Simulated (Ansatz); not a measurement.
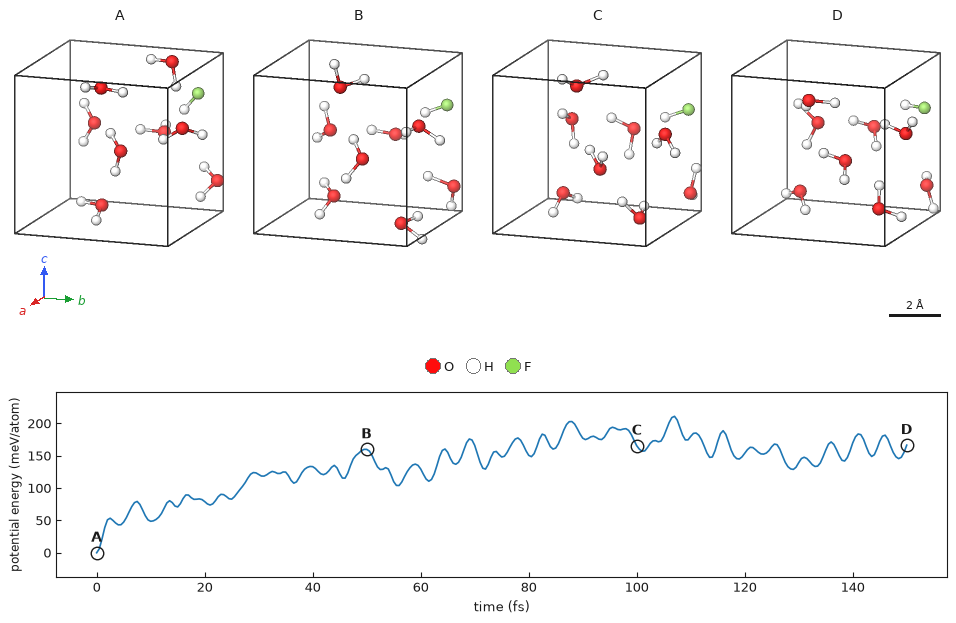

Molecular dynamics of a periodic cell with 8 H2O + 1 HF at 0.995 g/cm³, 150 fs long. Frames (A at 0 fs, B at 50 fs, C at 100 fs, D at 150 fs) and the history of the run. A ball-and-stick model of the simulation cell, seen slightly off an axis. Atoms that leave the cell re-enter on the other side.

These are results of DFT PBE-D3(BJ), scalar-relativistic, plane waves, PAW in Ansatz, not measurements. Settings: plane-wave cutoff 420 eV; k-point mesh 1 × 1 × 1; Fermi-Dirac smearing 0.02 eV; Langevin thermostat (NVT); set temperature 1500 K; time step 0.5 fs; friction 0.02 per fs.

Q: What happens in this trajectory?

A: Over the second half the temperature averages 1372 K (spread ±142 K). The potential energy is still drifting at the end, so the run hasn't reached equilibrium. The potential energy in the second half lies on average 167 meV per atom above the first frame. Root-mean-square distances from the starting positions over the second half, with the common drift of all atoms taken out: H 1.42 Å, F 0.99 Å, O 0.86 Å. The molecules turn and drift from their places. Bond changes: one H–O bond forms at about 62 fs; one H–O bond breaks at about 82 fs.

Limits of the set-up: the periodic images lie only 6.5 Å apart, so the values are limited by the cell's size.

Cost: 6.6 min on 1 thread of Arm Neoverse V2 (shared host), peak memory 0.34 GiB.
